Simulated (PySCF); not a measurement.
## Electronic structure of C6H14ClFSi in real space

```
atom    x (Å)    y (Å)    z (Å)
   C  -3.4460   0.8520   0.1309
   C  -1.9445   0.8660   0.3894
   C  -1.2973  -0.4724   0.0287
  Si   0.5566  -0.5424   0.4242
   F   0.7122  -0.5032   2.0497
   C   1.5882   0.8937  -0.2736
   C   3.0883   0.7503  -0.0129
   C   1.2927  -2.2485  -0.0306
  Cl   1.3850  -2.4264  -1.8048
   H  -3.8875   1.8124   0.3865
   H  -3.9279   0.0827   0.7302
   H  -3.6506   0.6475  -0.9180
   H  -1.7593   1.0819   1.4429
   H  -1.4840   1.6619  -0.1984
   H  -1.8093  -1.2640   0.5802
   H  -1.4686  -0.6739  -1.0295
   H   1.4245   0.9884  -1.3476
   H   1.2403   1.8255   0.1758
   H   3.2835   0.6308   1.0499
   H   3.4860  -0.1161  -0.5350
   H   3.6216   1.6319  -0.3626
   H   0.6877  -3.0764   0.3317
   H   2.3037  -2.3748   0.3488
```

Geometry: GFN2-xTB.

Level of theory: PySCF, PBE0/pcSseg-1, SCF density, gas phase, non-relativistic.

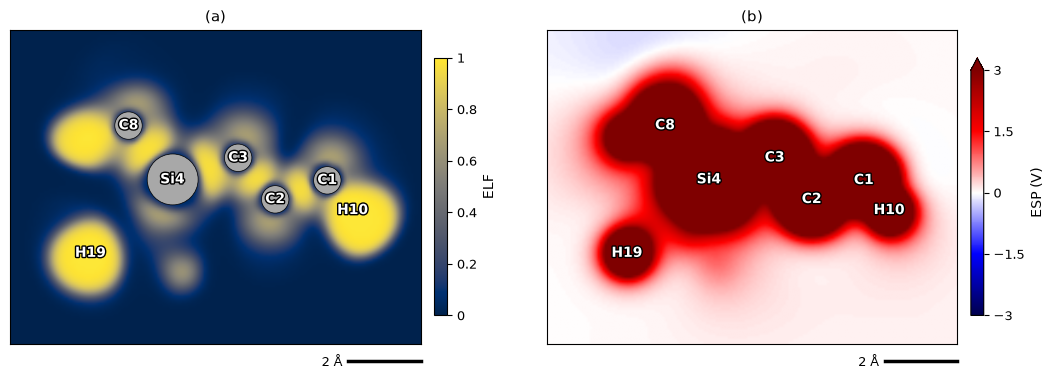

Figure 1. (a) ELF; (b) electrostatic potential on the plane of atoms C1, C2 and C3. Grey discs cover the atomic cores in the ELF map.

**Interpret the plot.**

The section cuts through C, Si and H sites. C–C (1.52 Å): the ELF peaks at about 0.95 between the atoms; a shared electron pair. C–Si (1.90 Å): the ELF peaks at about 0.95 between the atoms (localised, covalent bonding). C–H (1.09 Å): the ELF climbs to about 1 towards the hydrogen, as it does in any bond to H; a covalent bond by its length. The potential has no marked negative region in this plane.

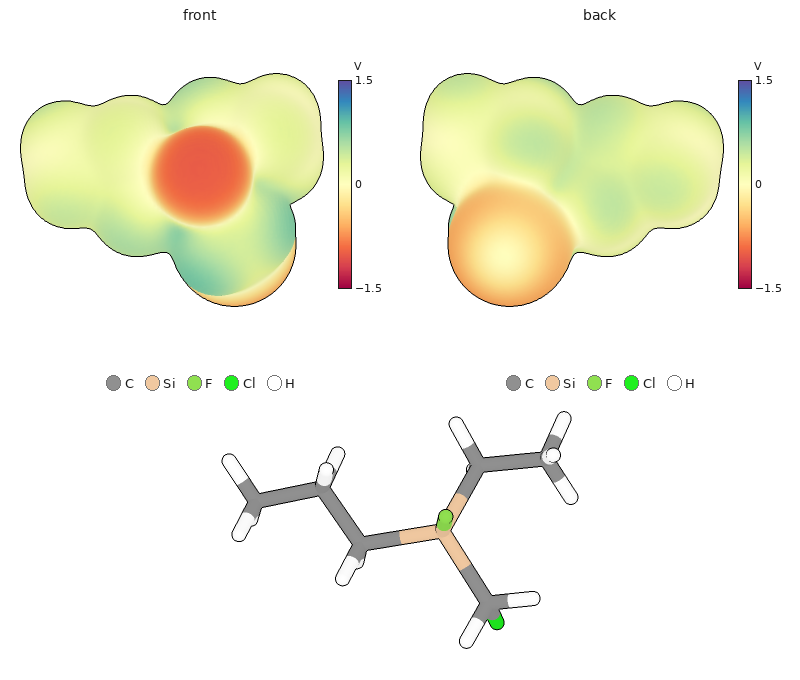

Figure 2. The electrostatic potential painted on the density surface at 0.001 e/bohr³, seen from the front and from behind; the colour scale runs from red (negative) to blue (positive). The bare structure is drawn below in the same view.

**Describe the electrostatic potential map.**

The most negative region (about −1.0 V) lies over F5, the most positive (about +0.8 V) over H22 and H23.

**What dipole moment does the calculation give?**

Its dipole moment is 0.99 D.
